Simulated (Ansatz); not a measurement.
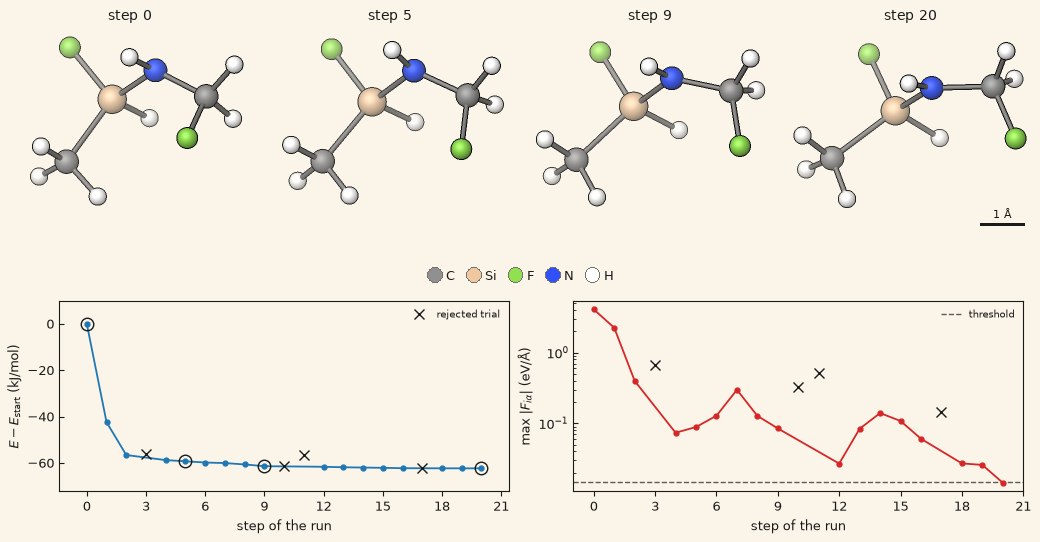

Frames of a relaxation of C₂H₇F₂NSi, marked on the history of the run. Style: ball-and-stick. Shown from a free direction.

The run prepares an end point of a later path (torsion) calculation, from a guessed geometry.

These are results of RKS PBE-D4/def2-SVP (Ansatz), not measurements. Set-up: no spin polarisation; force threshold 0.015 eV/Å; at most 40 steps.

Question: Describe the path.

Answer: After 16 accepted moves (20 points after the start) the energy has fallen by 62.3 kJ/mol. Largest force component: 4.1 eV/Å at the start, 0.014 eV/Å at the end. The line search rejected the trial steps at points 3, 10, 11, 17 of the run. The atom that moves furthest after the best rigid fit is an F atom (1.18 Å). By element the largest moves are F 1.18 Å, H 0.95 Å, N 0.58 Å, C 0.35 Å, Si 0.29 Å. Among the contacts that change: N–Si 1.642 → 1.742 Å, H–N 1.088 → 1.024 Å, C–H 1.053 → 1.108 Å, F–Si 1.593 → 1.648 Å. Bond angles that change, for instance: Si–N–H 108.6° → 118.8°, C–N–H 104.4° → 114.4°, F–Si–N 104.4° → 110.2°. Cost: 50 s on 2 threads of Intel(R) Xeon(R) Platinum 8488C (Sapphire Rapids), with other jobs on the host, peak memory 0.18 GiB. From step 0 to 5: an F atom moves most (0.46 Å), energy −59.3 kJ/mol. From step 5 to 9: an F atom moves most (0.45 Å), energy −2.12 kJ/mol. From step 9 to 20: F and H atoms move most (0.40 Å), energy −0.93 kJ/mol.
